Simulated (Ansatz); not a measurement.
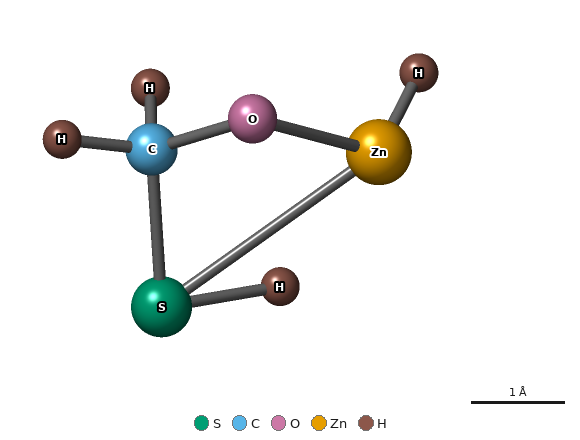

CH4OSZn (coarse preliminary run), before the relaxation. A ball-and-stick model, seen at a tilt.

The start comes from a force field.

The calculation used RKS PBE-D4/def2-SVP (Ansatz 0.2.0).

The input:
```yaml
crystal:
  periodic: [false, false, false]
  atoms:
    - {symbol: S, position_ang: [1.069100, 1.352000, -0.019500]}
    - {symbol: C, position_ang: [0.637800, -0.237000, 0.669100]}
    - {symbol: O, position_ang: [-0.726200, -0.270700, 1.056400]}
    - {symbol: Zn, position_ang: [-1.426300, 0.087000, -0.671200]}
    - {symbol: H, position_ang: [0.109500, 1.225600, -1.108200]}
    - {symbol: H, position_ang: [1.294200, -0.401600, 1.546600]}
    - {symbol: H, position_ang: [0.849300, -1.017400, -0.088800]}
    - {symbol: H, position_ang: [-1.715200, -0.795000, -1.440200]}
basis:
  gaussian: {orbitals: def2-SVP}
hamiltonian: {xc: pbe, dispersion: d4}
relax: {f_tol: 0.03, max_steps: 200}
```

Launched with:
```bash
ansatz run in.yaml --threads 4 --pin off --events-out ev --progress --plain --max-ram 10444MiB
```

Where does the relaxation end?

H8 moves most after the best rigid fit: 1.51 Å. By element the largest moves are H 1.51 Å, O 1.32 Å, S 0.50 Å, Zn 0.43 Å, C 0.15 Å. Among the contacts that change: Zn4–H8 1.205 → 1.529 Å, S1–C2 1.785 → 1.918 Å, S1–H5 1.457 → 1.365 Å, S1–Zn4 2.873 → 2.782 Å. Bond angles that change, for instance: O3–Zn4–H8 122.1° → 162.8°, C2–O3–Zn4 95.8° → 111.1°, S1–C2–H6 107.1° → 100.8°. After 16 accepted moves (17 points after the start) the energy has fallen by 266.0 kJ/mol. The largest force component goes from 6.9 to 0.013 eV/Å. The line search rejected the trial step at point 16 of the run.

History of the run:

| step | E − E(0), kJ/mol | largest force component, eV/Å | note |
| --- | --- | --- | --- |
| 0 | 0.00 | 6.8887 |  |
| 1 | -128.21 | 3.4308 |  |
| 2 | -188.18 | 0.6547 |  |
| 3 | -208.64 | 0.5730 |  |
| 4 | -222.57 | 0.2981 |  |
| 5 | -232.17 | 0.4607 |  |
| 6 | -239.23 | 0.2602 |  |
| 7 | -247.31 | 0.3883 |  |
| 8 | -251.69 | 1.0839 |  |
| 9 | -255.24 | 1.1251 |  |
| 10 | -258.23 | 0.8384 |  |
| 11 | -262.37 | 0.2767 |  |
| 12 | -263.71 | 0.2361 |  |
| 13 | -264.78 | 0.3027 |  |
| 14 | -265.48 | 0.1777 |  |
| 15 | -265.90 | 0.0813 |  |
| 16 | -265.82 | 0.1679 | rejected |
| 17 | -265.99 | 0.0134 |  |

Final geometry:

```xyz
8

S     0.5844    1.3944   -0.1535
C     0.7585   -0.3195    0.6905
O    -0.1959   -1.1809    0.2646
Zn   -1.6112   -0.2743   -0.5240
H     0.9923    0.9619   -1.3818
H     0.7061   -0.0284    1.7719
H     1.8012   -0.6582    0.4787
H    -2.9432    0.0480   -1.2021
```

After the run, drawn alike:

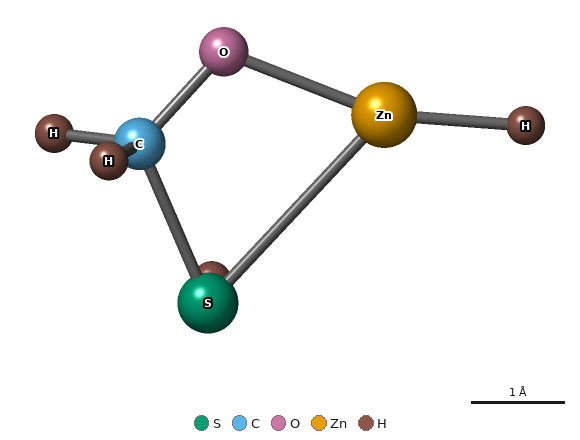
